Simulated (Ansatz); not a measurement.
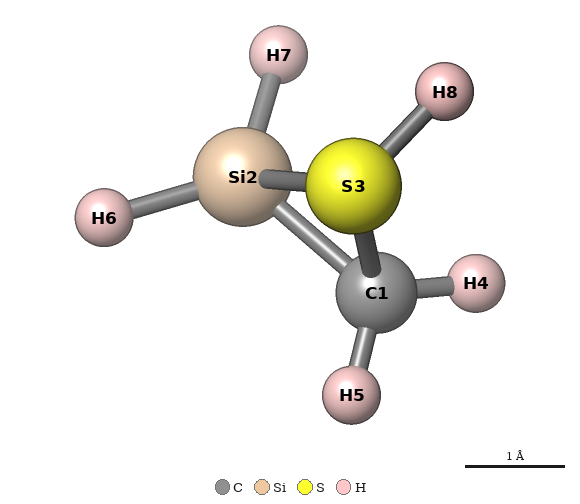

Orthographic view. Depth is shown by fading: the farther an atom, the more it takes the colour of the background. The species has charge +1 and is a spin singlet. The computed structure is the end point of a PBE-D4/def2-SVP optimisation. No frequency run is at hand to confirm it as a minimum.

Give the geometry as a Z-matrix, atoms in numerical order, with these reference atoms: 2 to 1; 3 to 1, 2; 4 to 1, 2, 3; 5 to 1, 4, 3; 6 to 2, 1, 4; 7 to 2, 6, 1; 8 to 3, 1, 4.

```
C  
Si   1   1.858
S    1   1.894   2    75.4
H    1   1.105   2   121.1   3  -107.9
H    1   1.106   4   112.8   3  -123.0
H    2   1.485   1   118.8   4   159.2
H    2   1.487   6   122.6   1   172.0
H    3   1.371   1    97.8   4    26.4
```
